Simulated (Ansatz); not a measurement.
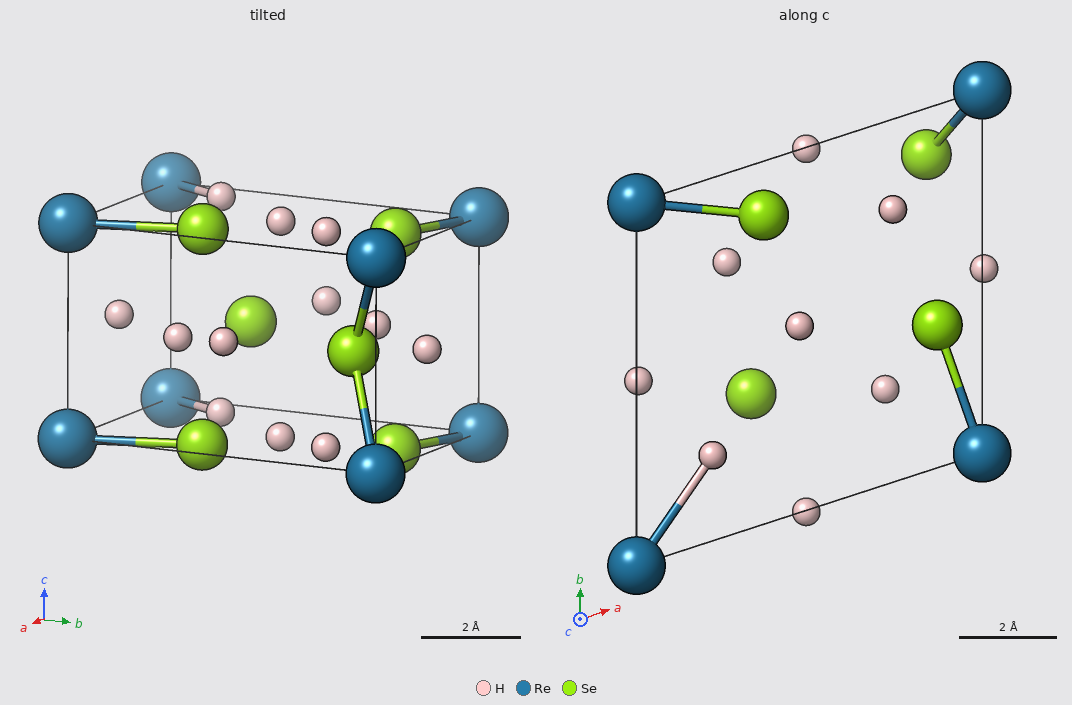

Ball-and-stick representation of a periodic structure, projected slightly off an axis and along the c axis. The edges of the simulation cell are marked.

ReH7Se4, a = 7.57 Å, b = 7.57 Å, c = 4.41 Å, α = 91.93°, β = 90.62°, γ = 71.99°.

Electronic-structure method: Ansatz, DFT, PAW plane waves, PBE. Parameters: plane-wave cutoff 420 eV, k-point mesh 3×3×4, Fermi-Dirac smearing of 0.018 eV, collinear spins. The state is ferromagnetic, in a cell of 12 atoms.

Predict the gap.

Answer. A metal: bands cross the Fermi level.

Under what pressure is the structure?

Answer. The computed pressure is -13.5 GPa (stretched: it would shrink).

The picture shows a known structure type with a point defect put in, with the atoms shaken; the geometry isn't optimised. It was the input of a calculation with Ansatz.

At this level of theory the cell isn't at rest (stretched, at -14 GPa and forces up to 1.8 eV/Å), so its distances can differ from those at equilibrium, the more so the softer the solid, and its magnetic state may change on relaxation.
